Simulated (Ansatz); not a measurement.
# AlC (quartet): one geometry, many settings at distance Al1–C2 = 3.699 Å

What do other methods and options give for AlC (quartet) at this geometry, and how long do they take?

Program: Ansatz 0.2.0, Gaussian basis. Level of theory: the settings change from run to run. These are calculated values, not measurements.

23 further runs of the same task are left out: 16 that didn't finish, 7 set aside as unsound or not needed.

## (1) The system

The geometry derives from a PBE0/def2-TZVP stationary point (not a proven minimum). One bond is set to the value named and the two fragments are kept rigid.

2 atoms, charge 0, spin multiplicity 4.

Atoms are counted from 1 here; the program's logs count them from 0.

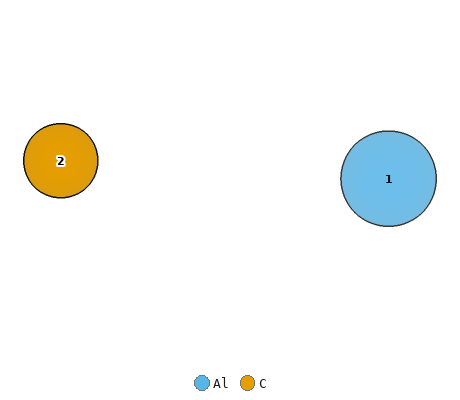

The structure; aluminium blue, carbon amber; atoms are numbered from 1 in the order of the file.

## (2) CISD/6-31G

Contents of in.yaml:

```yaml
crystal:
  periodic: [false, false, false]
  atoms:
    - {symbol: Al, position_ang: [0.000000, 0.000000, 0.000000]}
    - {symbol: C, position_ang: [0.000000, 0.000000, 3.699000]}
basis:
  gaussian: {orbitals: 6-31G}
magnetization: {spin_polarized: false, initial_magnetization: 3}
correlation: {active_space: {ras: {orbitals: [2, 3, 11], electrons: 7, max_holes: 2, max_particles: 2}, fixed_orbitals: true}}
accuracy: high
output: {forces: true}
```

Command:

```
$ ansatz run in.yaml --threads 1 --pin off --events-out ev --progress --plain --max-ram 2393MiB
```

The program printed:

```text
Functional definition: HF
  name "HF"
  cite "Fock, Z. Phys. 61, 126 (1930) doi:10.1007/BF01340294"
  parent pbe
  exchange = exact_x
  correlation = 0
453 factors; integrals over basis functions are off by at most 3.3e-9 eV
mean field evaluation 1: about -7604.7867 eV, gradient 9.8e0 eV
mean field evaluation 2: about -7604.7967 eV, gradient 9.9e0 eV
mean field evaluation 4: about -7604.1709 eV, gradient 1.2e1 eV
mean field evaluation 8: about -7606.5624 eV, gradient 9.4e-1 eV
mean field evaluation 16: about -7606.5676 eV, gradient 1.6e-8 eV
mean field evaluation 32: about -7606.4743 eV, gradient 1.5e-8 eV
mean field evaluation 64: about -7606.1793 eV, gradient 6.5e-1 eV
mean field evaluation 96: about -7606.5408 eV, gradient 2.6e-1 eV
mean field evaluation 128: about -7606.3300 eV, gradient 3.0e0 eV
mean field evaluation 160: about -7606.4742 eV, gradient 3.8e-2 eV
mean field evaluation 192: about -7606.4408 eV, gradient 1.8e0 eV
mean field evaluation 224: about -7606.4604 eV, gradient 1.5e-1 eV
mean field evaluation 256: about -7606.1687 eV, gradient 5.5e-1 eV
mean field evaluation 288: about -7603.8833 eV, gradient 1.1e0 eV
mean field evaluation 320: about -7606.5365 eV, gradient 8.4e-1 eV
mean field -7606.56761035 eV, -279.5362037635 hartree, gradient 4.9e-8 eV, S^2 3.750000; 24 other end points of the search recorded, 0 dependent functions left out
reference -7606.56761035 eV, -279.5362037635 hartree; 11, 8 occupied and 11, 14 virtual orbitals, 453 factors
state -7608.46649001 eV, -279.6059863039 hartree
the calculation of the forces begins
Total energy: -7608.46649001 eV, -279.6059863039 hartree
Atom 0 at     0.000000     0.000000     0.000000 Å, force    -0.000000    -0.000000     0.552132 eV/Å
Atom 1 at     0.000000     0.000000     3.699000 Å, force     0.000000     0.000000    -0.552132 eV/Å
Dipole moment:    -0.000000    -0.000000    -0.513635 e Å
```

It took 2.4 s on 1 thread of Arm Neoverse N1, shared host.

From the report: 1,859 determinants.

## (3) BCCD on UHF/cc-pVDZ

Contents of in.yaml:

```yaml
crystal:
  periodic: [false, false, false]
  atoms:
    - {symbol: Al, position_ang: [0.000000, 0.000000, 0.000000]}
    - {symbol: C, position_ang: [0.000000, 0.000000, 3.699000]}
basis:
  gaussian: {orbitals: cc-pVDZ}
magnetization: {spin_polarized: true, initial_magnetization: 3}
correlation: {method: bccd, electrons: outside_noble_gas}
scf: {lower_state_search: off}
output: {forces: true}
```

Same command.

The program printed, cut to the lines that bear on the results:

```text
Functional definition: HF
  name "HF"
  cite "Fock, Z. Phys. 61, 126 (1930) doi:10.1007/BF01340294"
  parent pbe
[...]
315 factors; integrals over basis functions are off by at most 6.3e-4 eV
[...]
mean field -7607.37716368 eV, -279.5659542997 hartree, gradient 1.4e-6 eV, S^2 3.773765; 0 other end points of the search recorded, 0 dependent functions left out
6 core orbitals not correlated: weight in the atoms' cores, before any rotation towards them, 1.000 or more for the frozen orbitals, at most 0.000 for the correlated occupied ones
reference -7607.37716368 eV, -279.5659542997 hartree; 5, 2 occupied and 21, 24 virtual orbitals, 315 factors
second order -2.35485027 eV of doubles, -0.00000000 eV of singles
cycle   1  -3.01630171 eV  change   -6.6e-1 eV  update   8.3e-2
[...]
cycle  24  -3.38217668 eV  change   -1.1e-8 eV  update   5.7e-8
[...]
Total energy: -7610.75934035 eV, -279.6902470000 hartree
Atom 0 at     0.000000     0.000000     0.000000 Å, force    -0.000000    -0.000000     0.556047 eV/Å
Atom 1 at     0.000000     0.000000     3.699000 Å, force     0.000000    -0.000000    -0.556047 eV/Å
Dipole moment:    -0.000000     0.000000    -0.547915 e Å
Checks for a lower state left out: starts, cluster_reference, orbital_swaps, neighbouring_geometries, increment
```

It took 1.9 s on 1 thread of Arm Neoverse N1, shared host.

From the report: ⟨S²⟩ of the determinant 3.774 (pure quartet: 3.75); correlation -3.3822 eV; largest double amplitude 0.11.

## (4) CASSCF(5,6)/cc-pVDZ

Contents of in.yaml:

```yaml
crystal:
  periodic: [false, false, false]
  atoms:
    - {symbol: Al, position_ang: [0.000000, 0.000000, 0.000000]}
    - {symbol: C, position_ang: [0.000000, 0.000000, 3.699000]}
basis:
  gaussian: {orbitals: cc-pVDZ}
magnetization: {spin_polarized: false, initial_magnetization: 3}
correlation: {active_space: {window: {electrons: 5, orbitals: 6}}}
accuracy: high
scf: {lower_state_search: off}
```

Same command.

The program printed:

```text
Functional definition: HF
  name "HF"
  cite "Fock, Z. Phys. 61, 126 (1930) doi:10.1007/BF01340294"
  parent pbe
  exchange = exact_x
  correlation = 0
these checks for a lower state are left out or cut short: stability, starts, cluster_reference, orbital_swaps, neighbouring_geometries, increment
590 factors; integrals over basis functions are off by at most 2.3e-9 eV
mean field evaluation 1: about -7605.5258 eV, gradient 1.0e1 eV
mean field evaluation 2: about -7605.5265 eV, gradient 1.0e1 eV
mean field evaluation 4: about -7605.0811 eV, gradient 1.2e1 eV
mean field evaluation 8: about -7607.1891 eV, gradient 1.4e-1 eV
mean field -7607.18795251 eV, -279.5590009177 hartree, gradient 3.8e-8 eV, S^2 3.750000; 0 other end points of the search recorded, 0 dependent functions left out
reference -7607.18795251 eV, -279.5590009177 hartree; 11, 8 occupied and 21, 24 virtual orbitals, 590 factors
state -7607.86137569 eV, -279.5837487630 hartree
Total energy: -7607.86137569 eV, -279.5837487630 hartree
Checks for a lower state left out: stability, starts, cluster_reference, orbital_swaps, neighbouring_geometries, increment
```

Run time: 0.66 s. Hardware: 1 thread of Arm Neoverse N1, shared host.

From the report: 90 determinants; active occupations 1.91, 1.00, 1.00, 1.00, 0.05, 0.05.

## (5) CCSD on ROHF/6-31G*

Contents of in.yaml:

```yaml
crystal:
  periodic: [false, false, false]
  atoms:
    - {symbol: Al, position_ang: [0.000000, 0.000000, 0.000000]}
    - {symbol: C, position_ang: [0.000000, 0.000000, 3.699000]}
basis:
  gaussian: {orbitals: "6-31G*"}
magnetization: {spin_polarized: false, initial_magnetization: 3}
correlation: {method: ccsd, electrons: outside_noble_gas}
output: {forces: true}
```

Same command.

The program printed, cut to the lines that bear on the results:

```text
Functional definition: HF
  name "HF"
  cite "Fock, Z. Phys. 61, 126 (1930) doi:10.1007/BF01340294"
  parent pbe
[...]
309 factors; integrals over basis functions are off by at most 3.6e-4 eV
[...]
mean field -7606.59720666 eV, -279.5372914080 hartree, gradient 4.2e-6 eV, S^2 3.750000; 25 other end points of the search recorded, 0 dependent functions left out
[...]
determinant -7606.59720666 eV, -279.5372914080 hartree, with singles and doubles -7609.96992126 eV, -279.6612363836 hartree
determinant -7606.50141608 eV, -279.5337711692 hartree, with singles and doubles -7609.81938009 eV, -279.6557040975 hartree
determinant -7606.45721362 eV, -279.5321467587 hartree, with singles and doubles -7609.76203698 eV, -279.6535967770 hartree
determinant -7606.40793270 eV, -279.5303357184 hartree, with singles and doubles -7609.71936153 eV, -279.6520284831 hartree
[...]
determinant -7606.20880488 eV, -279.5230179057 hartree, with singles and doubles -7609.53661872 eV, -279.6453128087 hartree
determinant -7605.48757931 eV, -279.4965133552 hartree, with singles and doubles -7609.58688933 eV, -279.6471602198 hartree
6 core orbitals not correlated: weight in the atoms' cores, before any rotation towards them, 1.000 or more for the frozen orbitals, at most 0.000 for the correlated occupied ones
reference -7606.59720666 eV, -279.5372914080 hartree; 5, 2 occupied and 23, 26 virtual orbitals, 309 factors
second order -2.35716276 eV of doubles, -0.10221668 eV of singles
cycle   1  -3.37847189 eV  change    1.4e-6 eV  update   3.0e-6
[...]
cycle   9  -3.37847148 eV  change   -2.0e-8 eV  update   5.4e-8
[...]
Total energy: -7609.97567814 eV, -279.6614479449 hartree
Atom 0 at     0.000000     0.000000     0.000000 Å, force    -0.000000    -0.000000     0.495592 eV/Å
Atom 1 at     0.000000     0.000000     3.699000 Å, force     0.000000    -0.000000    -0.495592 eV/Å
Dipole moment:     0.000000    -0.000000    -0.443429 e Å
```

Wall time 7 s (1 thread of Arm Neoverse N1, shared host).

From the report: correlation -3.3785 eV; T1 0.033; largest double amplitude 0.10.

## (6) BCCD(T) on ROHF/cc-pVDZ

Contents of in.yaml:

```yaml
crystal:
  periodic: [false, false, false]
  atoms:
    - {symbol: Al, position_ang: [0.000000, 0.000000, 0.000000]}
    - {symbol: C, position_ang: [0.000000, 0.000000, 3.699000]}
basis:
  gaussian: {orbitals: cc-pVDZ}
magnetization: {spin_polarized: false, initial_magnetization: 3}
correlation: {method: bccd_t, electrons: outside_noble_gas}
accuracy: high
output: {forces: true}
```

The command is unchanged.

The program printed, cut to the lines that bear on the results:

```text
Functional definition: HF
  name "HF"
  cite "Fock, Z. Phys. 61, 126 (1930) doi:10.1007/BF01340294"
  parent pbe
[...]
590 factors; integrals over basis functions are off by at most 2.3e-9 eV
[...]
mean field -7607.18795251 eV, -279.5590009177 hartree, gradient 3.8e-8 eV, S^2 3.750000; 23 other end points of the search recorded, 0 dependent functions left out
[...]
determinant -7607.18795251 eV, -279.5590009177 hartree, with singles and doubles -7610.75794043 eV, -279.6901955536 hartree
determinant -7607.05537191 eV, -279.5541286703 hartree, with singles and doubles -7610.56032833 eV, -279.6829334431 hartree
determinant -7607.00843054 eV, -279.5524036069 hartree, with singles and doubles -7610.49697478 eV, -279.6806052430 hartree
determinant -7606.96632954 eV, -279.5508564237 hartree, with singles and doubles -7610.46237099 eV, -279.6793335772 hartree
[...]
determinant -7606.77111607 eV, -279.5436824610 hartree, with singles and doubles -7610.28071388 eV, -279.6726578015 hartree
[...]
6 core orbitals not correlated: weight in the atoms' cores, before any rotation towards them, 1.000 or more for the frozen orbitals, at most 0.000 for the correlated occupied ones
reference -7607.18795251 eV, -279.5590009177 hartree; 5, 2 occupied and 21, 24 virtual orbitals, 590 factors
second order -2.43387937 eV of doubles, -0.11384835 eV of singles
cycle   1  -3.57913676 eV  change   -4.5e-3 eV  update   1.0e-2
[...]
cycle  32  -3.57060723 eV  change   4.1e-10 eV  update  5.1e-10
perturbative correction -0.07380203 eV, -0.0027121747 hartree
[...]
Total energy: -7610.83236178 eV, -279.6929304879 hartree
Atom 0 at     0.000000     0.000000     0.000000 Å, force     0.000000     0.000000     0.629549 eV/Å
Atom 1 at     0.000000     0.000000     3.699000 Å, force    -0.000000    -0.000000    -0.629549 eV/Å
Dipole moment:    -0.000000    -0.000000    -0.591037 e Å
```

Wall time 11 s (1 thread of Arm Neoverse N1, shared host).

From the report: correlation -3.6444 eV; largest double amplitude 0.11.

## (7) NEVPT2(7,6)/cc-pVDZ

Edit in.yaml of step 6 so:

```diff
@@ -8,4 +8,2 @@
 magnetization: {spin_polarized: false, initial_magnetization: 3}
-correlation: {method: bccd_t, electrons: outside_noble_gas}
-accuracy: high
-output: {forces: true}
+correlation: {method: sc_nevpt2, electrons: outside_noble_gas, active_space: {window: {electrons: 7, orbitals: 6}, states: [{multiplicity: 4, weights: [1, 1, 1, 1]}]}}
```

Launched as before.

The program printed, cut to the lines that bear on the results:

```text
Functional definition: HF
  name "HF"
  cite "Fock, Z. Phys. 61, 126 (1930) doi:10.1007/BF01340294"
  parent pbe
[...]
559 factors; integrals over basis functions are off by at most 2.0e-7 eV
[...]
mean field -7607.18795250 eV, -279.5590009171 hartree, gradient 6.1e-6 eV, S^2 3.750000; 23 other end points of the search recorded, 0 dependent functions left out
reference -7607.18795250 eV, -279.5590009171 hartree; 11, 8 occupied and 21, 24 virtual orbitals, 559 factors
state -7607.56897744 eV, -279.5730033255 hartree
state -7607.30666521 eV, -279.5633635290 hartree
state -7607.29898760 eV, -279.5630813819 hartree
state -7604.93090190 eV, -279.4760558376 hartree
state -7607.56897744 eV, -279.5730033255 hartree; corrected -7609.70446049 eV, -279.6514808802 hartree
state -7607.30666521 eV, -279.5633635290 hartree; corrected -7609.37923423 eV, -279.6395290353 hartree
[...]
state -7607.24201314 eV, -279.5609876090 hartree; corrected -7609.36843799 eV, -279.6391322809 hartree
state -7604.74464696 eV, -279.4692110947 hartree; corrected -7606.32428640 eV, -279.5272617734 hartree
state -7603.20745399 eV, -279.4127202950 hartree; corrected -7604.83104332 eV, -279.4723861025 hartree
state -7607.33889642 eV, -279.5645480040 hartree; corrected -7609.53406276 eV, -279.6452188789 hartree
state -7607.28782899 eV, -279.5626713104 hartree; corrected -7609.46751345 eV, -279.6427732371 hartree
state -7607.28107479 eV, -279.5624230981 hartree; corrected -7609.44100800 eV, -279.6417991796 hartree
state -7605.09174011 eV, -279.4819665326 hartree; corrected -7608.65655579 eV, -279.6129710928 hartree
the orbitals are reached from a further start. From the first start the search ends at -7605.59146564 eV, -279.5003311073 hartree
WARN: the results are in doubt because another end's mean lies 0.026 eV lower, and its corrected mean 0.372 eV higher
Total energy: -7609.27478500 eV, -279.6356905971 hartree
In doubt: another end's mean lies 0.026 eV lower, and its corrected mean 0.372 eV higher
```

It took 10 s on 1 thread of Arm Neoverse N1, shared host.

From the report: 28 determinants; active occupations (of the averaged states) 1.99, 1.97, 0.76, 0.76, 0.76, 0.76. Mind the lines of doubt at the end of the log.

## (8) CCSD on UHF/cc-pVDZ

Contents of in.yaml:

```yaml
crystal:
  periodic: [false, false, false]
  atoms:
    - {symbol: Al, position_ang: [0.000000, 0.000000, 0.000000]}
    - {symbol: C, position_ang: [0.000000, 0.000000, 3.699000]}
basis:
  gaussian: {orbitals: cc-pVDZ}
magnetization: {spin_polarized: true, initial_magnetization: 3}
correlation: {method: ccsd, electrons: valence}
```

The command is unchanged.

The program printed, cut to the lines that bear on the results:

```text
Functional definition: HF
  name "HF"
  cite "Fock, Z. Phys. 61, 126 (1930) doi:10.1007/BF01340294"
  parent pbe
[...]
315 factors; integrals over basis functions are off by at most 6.3e-4 eV
[...]
mean field -7607.37716368 eV, -279.5659542997 hartree, gradient 1.4e-6 eV, S^2 3.773765; 31 other end points of the search recorded, 0 dependent functions left out
determinant -7607.37716368 eV, -279.5659542997 hartree, with singles and doubles -7610.76185878 eV, -279.6903395506 hartree
determinant -7607.25578845 eV, -279.5614938423 hartree, with singles and doubles -7610.56510402 eV, -279.6831089464 hartree
determinant -7607.21385065 eV, -279.5599526568 hartree, with singles and doubles -7610.50333346 eV, -279.6808389204 hartree
determinant -7607.17644273 eV, -279.5585779409 hartree, with singles and doubles -7610.46881778 eV, -279.6795704925 hartree
[...]
determinant -7607.25578845 eV, -279.5614938423 hartree, with singles and doubles -7610.56816381 eV, -279.6832213918 hartree
determinant -7607.21385065 eV, -279.5599526568 hartree, with singles and doubles -7610.50305541 eV, -279.6808287021 hartree
determinant -7607.17644273 eV, -279.5585779409 hartree, with singles and doubles -7610.46833792 eV, -279.6795528580 hartree
determinant -7606.97574823 eV, -279.5512025542 hartree, with singles and doubles -7610.28711159 eV, -279.6728929129 hartree
determinant -7606.25391032 eV, -279.5246755002 hartree, with singles and doubles -7610.48492869 eV, -279.6801625573 hartree
6 core orbitals not correlated: weight in the atoms' cores, before any rotation towards them, 1.000 or more for the frozen orbitals, at most 0.000 for the correlated occupied ones
reference -7607.37716368 eV, -279.5659542997 hartree; 5, 2 occupied and 21, 24 virtual orbitals, 315 factors
second order -2.35485027 eV of doubles, -0.00000000 eV of singles
cycle   1  -3.38859166 eV  change   -6.2e-7 eV  update   5.5e-6
Total energy: -7610.76575533 eV, -279.6904827462 hartree
```

It took 8 s on 1 thread of Arm Neoverse N1, shared host.

From the report: ⟨S²⟩ of the determinant 3.774 (pure quartet: 3.75); correlation -3.3886 eV; T1 0.035; largest double amplitude 0.11.

## (9) NEVPT2(5,6)/def2-SVPD

Contents of in.yaml:

```yaml
crystal:
  periodic: [false, false, false]
  atoms:
    - {symbol: Al, position_ang: [0.000000, 0.000000, 0.000000]}
    - {symbol: C, position_ang: [0.000000, 0.000000, 3.699000]}
basis:
  gaussian: {orbitals: def2-SVPD}
magnetization: {spin_polarized: false, initial_magnetization: 3}
correlation: {method: sc_nevpt2, electrons: outside_noble_gas, active_space: {window: {electrons: 5, orbitals: 6}}}
```

The command is unchanged.

The program printed, cut to the lines that bear on the results:

```text
Functional definition: HF
  name "HF"
  cite "Fock, Z. Phys. 61, 126 (1930) doi:10.1007/BF01340294"
  parent pbe
[...]
414 factors; integrals over basis functions are off by at most 3.8e-4 eV
[...]
mean field -7603.84227343 eV, -279.4360494790 hartree, gradient 8.9e-6 eV, S^2 3.750000; 24 other end points of the search recorded, 0 dependent functions left out
reference -7603.84227343 eV, -279.4360494790 hartree; 11, 8 occupied and 33, 36 virtual orbitals, 414 factors
state -7604.50783430 eV, -279.4605083902 hartree
state -7604.50783430 eV, -279.4605083902 hartree; corrected -7606.72179525 eV, -279.5418699543 hartree
Total energy: -7606.72179525 eV, -279.5418699543 hartree
```

Wall time 13 s (1 thread of Arm Neoverse N1, shared host).

From the report: 24 determinants; active occupations 1.91, 1.00, 1.00, 1.00, 0.05, 0.05.

## (10) CCSD/def2-SVPD

Edit in.yaml of step 9 so:

```diff
@@ -8,2 +8,4 @@
 magnetization: {spin_polarized: false, initial_magnetization: 3}
-correlation: {method: sc_nevpt2, electrons: outside_noble_gas, active_space: {window: {electrons: 5, orbitals: 6}}}
+hamiltonian: {xc: {name: PBE}}
+correlation: {method: ccsd, electrons: outside_noble_gas}
+scf: {lower_state_search: full}
```

Same command.

The program printed, cut to the lines that bear on the results:

```text
Functional definition: PBE
  name "PBE"
  cite "Perdew, Burke & Ernzerhof, Phys. Rev. Lett. 77, 3865 (1996) doi:10.1103/PhysRevLett.77.3865"
  parent pbe
[...]
414 factors; integrals over basis functions are off by at most 3.8e-4 eV
[...]
mean field -7617.46588272 eV, -279.9367078860 hartree, gradient 2.7e-6 eV, S^2 3.750000; 17 other end points of the search recorded, 0 dependent functions left out
[...]
6 core orbitals not correlated: weight in the atoms' cores, before any rotation towards them, 1.000 or more for the frozen orbitals, at most 0.000 for the correlated occupied ones
reference -7602.23940014 eV, -279.3771449720 hartree; 5, 2 occupied and 33, 36 virtual orbitals, 414 factors
second order -3.97827324 eV of doubles, -0.78961798 eV of singles
cycle   1  -4.32533605 eV  change   -3.0e-1 eV  update   1.5e-1
[...]
cycle  20  -5.11523910 eV  change   -2.1e-6 eV  update   2.2e-6
WARN: the results are in doubt because among natural orbitals full CI differs from the method by -0.149 eV
Total energy: -7607.35463924 eV, -279.5651265417 hartree
In doubt: among natural orbitals full CI differs from the method by -0.149 eV
```

It took 16 s on 1 thread of Arm Neoverse N1, shared host.

From the report: correlation -5.1152 eV; T1 0.139; largest double amplitude 0.12. The orbitals are Kohn-Sham ones, so correlation energy and T1 don't compare with those on Hartree-Fock orbitals. Mind the lines of doubt at the end of the log.

## (11) All runs side by side

Where basis and cores are those of an earlier FCI/cc-pVDZ run (-7610.9375 eV), and the state is the same kind, the miss against it is given. † marks a result that the program doubts.

| level | correlated | functions | energy (eV) | from FCI (meV) | time |
| --- | --- | --- | --- | --- | --- |
| CISD/6-31G | valence | 22 | -7608.4665 |  | 2.4 s |
| BCCD on UHF/cc-pVDZ | outside noble gas | 32 | -7610.7593 | 178.2 | 1.9 s |
| CASSCF(5,6)/cc-pVDZ |  | 32 | -7607.8614 | 3076.1 | 0.66 s |
| CCSD on ROHF/6-31G* | outside noble gas | 34 | -7609.9757 |  | 7 s |
| BCCD(T) on ROHF/cc-pVDZ | outside noble gas | 32 | -7610.8324 | 105.1 | 11 s |
| NEVPT2(7,6)/cc-pVDZ (mean of several states) † | outside noble gas | 32 | -7609.2748 |  | 10 s |
| CCSD on UHF/cc-pVDZ | valence | 32 | -7610.7658 | 171.7 | 8 s |
| NEVPT2(5,6)/def2-SVPD | outside noble gas | 44 | -7606.7218 |  | 13 s |
| CCSD/def2-SVPD (on PBE orbitals) † | outside noble gas | 44 | -7607.3546 |  | 16 s |

## (12) Summary of results

```
quantity                                     value
    runs                                         9
quickest               CASSCF(5,6)/cc-pVDZ, 0.66 s
 slowest  CCSD/def2-SVPD (on PBE orbitals) †, 16 s
```

**Reading.** Total energies in different bases, with other cores or another treatment of relativity can't be set against each other. CCSD/def2-SVPD (on PBE orbitals) † took 25 times as long as CASSCF(5,6)/cc-pVDZ; the jobs differ in more than the method. Among the correlated runs with a miss given, it spans +105 to +178 meV. Hartree-Fock, CASSCF and CASCI lack dynamic correlation by design.
